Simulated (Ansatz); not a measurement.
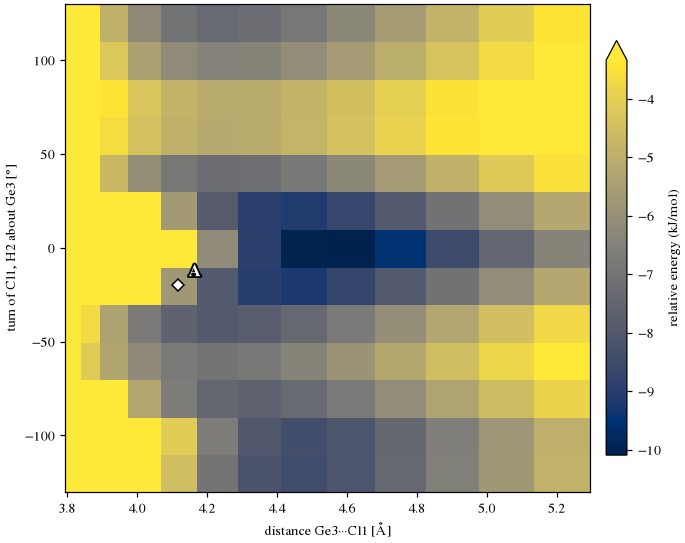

The pair ClH···GeH₄. 
- The turn is about an axis along (0.99, −0.01, 0.13) in the frame of the relaxed pair, normal to the line between the partners.
- The first coordinate is: distance Ge3···Cl1; the second: turn of Cl1, H2 about Ge3.
- Grid: 13 × 13 points.
- Points are written as (first, second).
- Energies are in kJ/mol, from the two partners far apart, frozen as in the relaxed pair, each in its own basis (no counterpoise correction).
- Energies and slopes of some neighbouring points disagree (a jump in structure or state, or too coarse a mesh).
- These are results of Ansatz 0.2.0, RKS PBE-D4/def2-SVPD, not measurements.

The picture shows one coloured cell a grid point, one colour for all values above the top of the scale, the point A.

Question: Which way does the force act at A, and how strong is it?

Answer: A, at (4.118 Å, −20°), is not a stationary point. The computed force is 28 kJ/mol for each Å towards larger values of distance Ge3···Cl1 and 0.28 kJ/mol for each degree towards smaller values of turn of Cl1, H2 about Ge3.
